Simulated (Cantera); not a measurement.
A closed system holds: 1 mol B₂O₃, 0.49 mol SiCl₄, 14 mol O₂, at 1.33 mbar.

Method: chemical equilibrium by Gibbs-energy minimisation in Cantera with the NASA 1993 tables (ideal gas, pure condensed phases). Candidate condensed phases: B, B₂O₃, Si, SiO₂; 27 gas species. Mutual solubility and eutectic melting of coexisting phases are not modelled. The tables' values for BOCl are old estimates; treat these amounts as uncertain. The tables hold silica as quartz up to 1696 K and as liquid above; real silica turns to tridymite and cristobalite and melts near 1996 K. Condensed phases not in the tables: borates and borosilicate glass, alloys, solid solutions and most ternary compounds. Equilibrium is a limit: real reactors are often held back by kinetics, nucleation or transport.

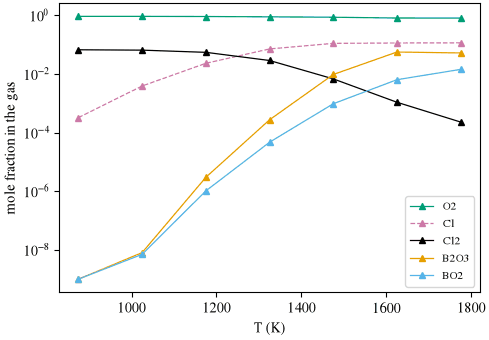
Figure. Equilibrium gas composition (values under 1e-9 drawn at 1e-9)

**Question.** Read off the mole fractions at 1175 K.

**Answer.** O₂ about 0.92, Cl₂ about 0.055, Cl about 0.023, B₂O₃ about 3.0e-6, BO₂ about 1.0e-6.
